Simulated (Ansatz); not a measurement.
Nudged elastic band of WH$_{7}$F (part 2 of 2)

The same run, continued: WH$_{7}$F; RKS PBE0-D4/def2-SVP (Ansatz 0.2.0). The run did not end well. It belongs to a series of runs on one base structure; here: band between the two ends.

Geometry of the input (Å):
```
W  -0.5385  -0.5474  0.2224
F  0.1538  0.1310  1.8454
H  0.9362  -0.2297  -0.4250
H  -0.1834  0.9181  -0.4264
H  -1.8992  0.1203  -0.5337
H  0.0991  -1.9241  -0.5310
H  -0.3924  -0.4180  -1.4425
H  2.3196  2.4544  1.9773
H  1.8091  1.8961  2.0608
```

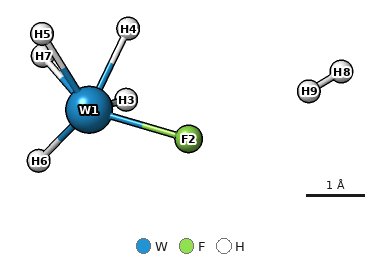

Figure 1. The input geometry (ball-and-stick view, seen at a tilt; atoms are numbered from 1 in the order of the input). Sticks mark near contacts.

```
Unfinished report: {"positions_ang":[[0.19380504771399834,-0.3040878873467126,-0.6977142590166978],[1.3480127802721285,1.60431476655326,2.626658467020103],[1.8062507192143868,-0.6477449329996696,-0.2786063117860359],[-0.3939367639559961,1.1852929177437885,-0.27268245760204435],[-0.9106377439260707,-0.22495173639424942,0.5378775099260514],[-0.8859928892478891,-1.6223988497795403,-0.6672363662113253],[-0.000858625573583968,0.7757998716390299,-1.9986829644063009],[0.6678163015453332,0.3275919212846598,0.7504077828981058],[0.47994117395769414,1.3067839192994335,2.747178589178147]],"unchecked":["starts","cluster_reference","orbital_swaps","neighbouring_geometries","increment"],"mean_field":{"relativity":"none","state":{"energy":{"ev":-4647.571035735794,"hartree":-170.79508532649726},"converged":true,"gradient_ev":9.443597832909053e-6,"stability":{"kind":"minimum","curvature_ev":18.48504000020612},"curvature_floor_ev":0.00030000000000000003,"spin_squared":0.0},"others":[],"fillings":{"estimated":0,"unestimated":0,"tried":0,"untried":0,"excluded_magnetic_sites":0},"n_dropped_functions":0,"n_trapped_functions":0,"passes":{"evaluations":4,"products":26},"factors":{"origin":"Cholesky decomposition","count":874,"bound_ev":0.0011996117880128312},"gradient_stop_ev":0.00009,"reference_kind":"stationary","functional":{"name":"PBE0","citations":["Adamo & Barone, J. Chem. Phys. 110, 6158 (1999) doi:10.1063/1.478522","Perdew, Burke & Ernzerhof, Phys. Rev. Lett. 77, 3865 (1996) doi:10.1103/PhysRevLett.77.3865"],"text":"name \"PBE0\"\ncite \"Adamo & Barone, J. Chem. Phys. 110, 6158 (1999) doi:10.1063/1.478522\"\ncite \"Perdew, Burke & Ernzerhof, Phys. Rev. Lett. 77, 3865 (1996) doi:10.1103/PhysRevLett.77.3865\"\nparent pbe\nparameter a = 0.25\nparameter kappa = 0.804\nparameter beta = 0.06672455060314922\nexchange = (1 - a)*pbe_x(kappa = kappa, mu = beta*pi^2/3) + a*exact_x\ncorrelation = pbe_c(beta = beta)\n","parameters":{"a":{"value":0.25,"default":0.25},"beta":{"value":0.06672455060314922,"default":0.06672455060314922},"kappa":{"value":0.804,"default":0.804}},"final_grid":{"core_spheres":13.0,"valence_spheres":11.0,"degree":36.0},"final_grid_parameter_source":"default","radial_points_factor":1.0,"radial_grid_error_ev":3.235511906987185e-7,"grid_sensitivity":"normal","grid_sensitivity_ratio":0.001870803151768979},"unsmoothed_excess_ev":-0.0000377303810039769,"symmetry":{"irreps":["A"],"axes":[[0.9958152560243231,-0.04453712044687487,0.07980238575075456],[0.0309928388329304,0.9860463412281343,0.16356056031845032],[-0.08597336686606892,-0.1604027987689429,0.9833003215380346]],"occupied":[{"A":15},{"A":15}]},"held":{"pivots":872,"left_out":5,"joined":2},"density_repulsion":{"missed_ev":0.000017228219735616037,"excess_ev":1.7645787079655712e-7,"most_excess_ev":0.000081,"are_drawn_again":false,"n_first_factors":874,"energy_change_ev":0.0,"n_dropped_ends":0}},"factors":{"origin":"Cholesky decomposition","count":874,"bound_ev":0.0011996117880128312},"n_frozen":0,"n_occupied":[15,15],"n_virtual":[66,66],"reference":{"ev":-4647.571035735794,"hartree":-170.79508532649726},"dispersion":{"energy":{"ev":-0.10860268869572291,"hartree":-0.003991075196021486},"switches_in_reach":[]},"total":{"ev":-4647.67963842449,"hartree":-170.79907640169327},"forces_ev_per_angstrom":[[-0.03516301149215909,0.035817064033168124,0.0038820613567316434],[-0.1993458451394637,-0.03974042387224198,0.10550040126586696],[-0.015512805564755684,-0.029315756431848885,0.00007589023715130183],[-0.005973821794953458,-0.015230678150767975,0.04030138669852375],[-0.0028777313064770943,-0.005353004644457218,-0.02011019460698838],[0.02337115210540472,0.0004818423708971226,-0.0037305333124676857],[0.0027008212256346194,-0.015504294378855654,-0.006995968101994167],[0.017495915940016368,0.009788787874171142,-0.015093018212737782],[0.21530532602802313,0.059056463200606465,-0.10383002532359031]],"charge_distribution":{"dipole_moment_e_ang":[-0.18509116951963606,-0.31098320078478836,-0.2297701477582992],"mulliken_charges_e":[0.6639157332785679,-0.21014279116436896,-0.16053497919889725,-0.05870073556827693,-0.07592542336606556,-0.17013602693740948,-0.16355877910732652,-0.06940487100370363,0.2444878730674569],"lowdin_charges_e":[0.07844365002437037,0.07869221079153199,-0.04842417315439307,0.018809546777279862,0.011779704843895011,-0.05415566878890399,-0.049773263576569304,0.0072805116954526294,-0.04265251861271091]},"n_threads":1,"memory_gib":1.7045454550534487,"seconds":{"hamiltonian":2.462726407,"orbitals":0.0,"second_order":0.0,"solver_start":0.0,"cycles":0.0,"cycle":0.0,"perturbative":0.0,"full_ci_increment":0.0,"forces":0.0}}
this run last wrote the band of iteration 54 to [file]
Error: NEB band did not converge after 54 iterations: max|band force component| = 6.71e-1 eV/Å (threshold 5.0e-2); raise `neb.max_iterations` in a new run, which can start from the last band evaluated (`neb.initial_path`, with `crystal.atoms` and `neb.final_atoms` set to its first and last images), add images, or start from endpoints closer to local minima. Where this run's directory can be resumed (`checkpoint.write`), a resume goes on for up to `neb.max_iterations` more; to start a new run from the last band, take its images' positions from the `neb_iteration` event of iteration 54 (`data.images[].positions_ang`), in the event stream of the run that computed that iteration (not this run's, if it was resumed behind it). With `checkpoint.write`, `steps/00-neb/state/checkpoint.json` in the run directory holds the last saved band, under `neb.evaluated.images[].positions_ang` (a band under a hybrid functional on support functions is neither saved nor resumed: `neb.initial_path` says where its path is): check the last entry of `neb.iterations` there, which is earlier than 54 if that iteration was not saved or its write failed. If the band's step has no `state` directory and holds `state.next`, a write was cut short, and the file is under `state.next` instead (behind a loss of power it can be under `state.prev`)
this run wrote the band of iteration 54 to [file] as well, whether or not its events were kept: a new run's `neb.initial_path` can list its `images[].positions_ang`
a run's events are kept only if it was started with --events-out <file>, and are in that file
```

### The last band as extended XYZ (Å, eV, eV/Å)
```
9
Properties=species:S:1:pos:R:3:forces:R:3 image=0 energy=-4648.63616
W    -0.5385   -0.5474    0.2224    0.0294  -0.0168   0.0190
F     0.1538    0.1310    1.8454   -0.0081  -0.0033  -0.0257
H     0.9362   -0.2297   -0.4250   -0.0054   0.0014   0.0084
H    -0.1834    0.9181   -0.4264   -0.0037  -0.0061  -0.0072
H    -1.8992    0.1203   -0.5337    0.0008   0.0082  -0.0076
H     0.0991   -1.9241   -0.5310   -0.0013  -0.0004   0.0085
H    -0.3924   -0.4180   -1.4425   -0.0117   0.0172   0.0039
H     2.3196    2.4544    1.9773    0.0084   0.0086   0.0036
H     1.8091    1.8961    2.0608   -0.0084  -0.0087  -0.0028
9
Properties=species:S:1:pos:R:3:forces:R:3 image=1 energy=-4648.60371
W    -0.6875   -0.7023    0.1763    0.0226   0.0281  -0.0525
F    -0.9736   -0.8740    2.0314   -0.0053  -0.0062   0.0372
H     0.7997   -0.1214    0.5527   -0.0076  -0.0024   0.0099
H    -0.4374    0.8942    0.4644   -0.0040  -0.0097   0.0069
H    -1.6846    0.2471   -0.8115   -0.0060  -0.0008  -0.0015
H     0.5285   -1.5607   -0.6333   -0.0031  -0.0062  -0.0011
H     0.1400    0.2081   -0.9647   -0.0035  -0.0112   0.0011
H     2.2562    1.9703    0.6376   -0.0009   0.0021  -0.0014
H     2.3631    2.3393    1.2942    0.0078   0.0063   0.0014
9
Properties=species:S:1:pos:R:3:forces:R:3 image=2 energy=-4649.76527
W     0.0820    0.1126    0.7744   -0.5517  -0.6260  -0.0361
F    -0.8850   -0.6335    2.2353    0.0523   0.0018   0.0428
H     1.6008   -0.4637    0.2852    0.0783  -0.0862  -0.0425
H    -0.5315    1.5713    0.2218    0.0295   0.0275  -0.0943
H    -1.1638   -0.0768   -0.2995    0.0619   0.0680   0.0070
H     0.2417   -1.0575   -0.3959   -0.0538  -0.0210   0.0706
H     0.3614    0.5265   -0.8662   -0.0955  -0.0947  -0.0341
H     1.5858    0.8744    0.2668    0.4834  -0.1465  -0.1656
H     1.0129    1.5471    0.5254   -0.0045   0.8771   0.2521
9
Properties=species:S:1:pos:R:3:forces:R:3 image=3 energy=-4648.47640
W     0.0376    0.0823    0.6240    0.1616   0.8089   0.8951
F    -0.1459   -0.7889    2.2900   -0.8629  -0.1221   0.3930
H     1.4123    0.0097   -0.3666    0.1671  -0.2742   0.6444
H     0.2315    1.5650   -0.5994   -0.0096   0.4050   0.1690
H    -1.2713    0.8786   -0.1523   -0.1189  -0.4257   0.1155
H     0.1081   -1.5489    0.2215    1.1803  -0.0849  -0.1492
H     0.1149   -0.7994   -0.8698   -0.5412   1.2792  -0.2997
H     0.6563    1.8681    0.1028   -0.1908  -0.9413  -0.8820
H     1.1608    1.1341    1.4970    0.2144  -0.6450  -0.8861
9
Properties=species:S:1:pos:R:3:forces:R:3 image=4 energy=-4649.65581
W     0.0010   -0.3050    0.1734    0.1600   0.0185   0.3780
F     0.5301   -0.5723    1.9149   -0.3007   0.0479  -0.2101
H     1.3186    0.0231   -0.8171   -0.1409  -0.1214  -0.1131
H     0.0939    1.2316   -0.4659    0.0706   0.1344  -0.0080
H    -1.4423    0.5122   -0.0774    0.0095   0.0653   0.0321
H    -1.3590   -1.1441   -0.3791    0.3331  -0.2426   0.0346
H     0.4467   -1.6083   -0.7814   -0.1803   0.0198  -0.1604
H     1.6855    2.0792    1.4055    0.0575   0.0280  -0.0144
H     1.0299    2.1842    1.7743   -0.0088   0.0502   0.0613
9
Properties=species:S:1:pos:R:3:forces:R:3 image=5 energy=-4649.57258
W     0.4414    0.0380    0.8032    0.0384   0.0388  -0.7217
F     1.1350   -1.5124    1.6672    0.0701   0.2309   0.5855
H     1.6683    0.1086   -0.3226    0.1031  -0.0950   0.2109
H    -0.1396    0.7858   -0.6045   -0.2139   0.4545  -0.2058
H    -0.9301    1.0073    0.4078   -0.1300  -0.0116   0.0929
H    -0.9340   -0.7121    0.2339   -0.0541  -0.0611   0.1066
H     0.2863   -0.4777   -0.7364   -0.0574  -0.2307  -0.5463
H     0.9541    1.5345    0.1452    0.0125  -0.0419   0.1673
H    -0.1770    1.6285    1.1535    0.2312  -0.2839   0.3106
9
Properties=species:S:1:pos:R:3:forces:R:3 image=6 energy=-4647.99765
W     0.2258   -0.0984   -0.3205   -0.0116  -0.0243  -0.0257
F     0.8510   -0.1962    2.3209   -0.0277  -0.0844  -0.0393
H     1.8807   -0.0643    0.0574    0.0224   0.0431   0.0487
H    -0.4350    1.3053   -0.8958   -0.0155   0.0050  -0.0303
H    -0.9073    0.6567    0.6248    0.0138   0.0413   0.0000
H    -0.8346   -1.1611    0.4724    0.0218   0.0201   0.0542
H    -0.0328   -0.0893   -2.0075   -0.0061  -0.0355   0.0108
H     0.6703    1.3398    0.3974   -0.0066   0.0568   0.0032
H     0.8864    0.7082    2.0982    0.0094  -0.0221  -0.0216
9
Properties=species:S:1:pos:R:3:forces:R:3 image=7 energy=-4647.67960
W     0.1938   -0.3041   -0.6977   -0.0352   0.0358   0.0039
F     1.3480    1.6043    2.6267   -0.1993  -0.0397   0.1055
H     1.8063   -0.6477   -0.2786   -0.0155  -0.0293   0.0001
H    -0.3939    1.1853   -0.2727   -0.0060  -0.0152   0.0403
H    -0.9106   -0.2250    0.5379   -0.0029  -0.0054  -0.0201
H    -0.8860   -1.6224   -0.6672    0.0234   0.0005  -0.0037
H    -0.0009    0.7758   -1.9987    0.0027  -0.0155  -0.0070
H     0.6678    0.3276    0.7504    0.0175   0.0098  -0.0151
H     0.4799    1.3068    2.7472    0.2153   0.0591  -0.1038
9
Properties=species:S:1:pos:R:3:forces:R:3 image=8 energy=-4647.92706
W     0.1484    0.1516   -0.4599    0.0027   0.0029   0.0019
F     0.3100    0.3360    2.2205    0.0022   0.0020   0.0032
H     1.5186   -0.5382    0.2079   -0.0002   0.0001   0.0006
H    -0.5614    1.5190    0.1925    0.0003  -0.0002   0.0005
H    -1.3379   -0.0771    0.2667    0.0002  -0.0014  -0.0001
H    -0.0694   -1.3318    0.2758   -0.0015   0.0000   0.0007
H     0.0943    0.0839   -2.1882    0.0012   0.0013  -0.0035
H     1.2491    1.2687    0.1591   -0.0045  -0.0040   0.0019
H     0.9527    0.9886    2.0727   -0.0005  -0.0007  -0.0051
```

### What the run reported

- outcome: not converged
- barrier, forward (band not converged): 0.957 eV
- barrier, backward: 0.247 eV
- wall time: 17 min
- peak memory: 0.15 GiB

### Diagnosis

The run did not converge: “NEB band did not converge after 54 iterations: max|band force component| = 6.71e-1 eV/Å (threshold 5.0e-2); raise `neb.max_iterations` in a new run, which can start from the last band evaluated (`neb.initial_path`, with `crystal.atoms` and `neb.final_atoms` set to its first and last images), add images, or start from endpoints closer to local minima …” Its last values are not results.
